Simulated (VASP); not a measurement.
Band structure of LiNbO$_{3}$ (space group R-3). Method: PBEsol GGA, VASP's PBE PAW potentials (set 64) (plane waves; VASP).

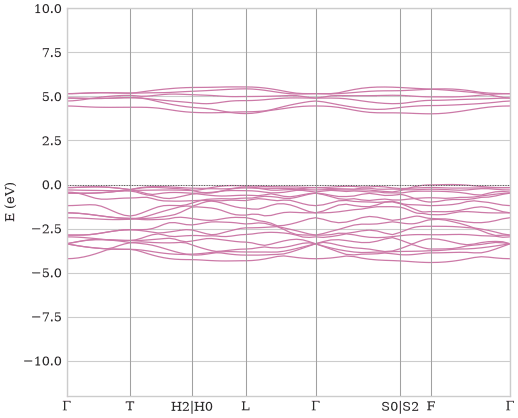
*Bands along high-symmetry lines, zero at the valence-band maximum or, without a gap, the Fermi level*

Question: Read the plot: is there a gap, and where are the band edges?

Answer: The gap is indirect, 4.01 eV, from the valence maximum at F-Γ at 0.27 to the conduction minimum at F. (Edges off the drawn lines would not show.)

The structure comes from a computed database's LiNbO3 entry (R-3); how it stands against other phases isn't given here. It was relaxed first, which changed the volume by -6 %.
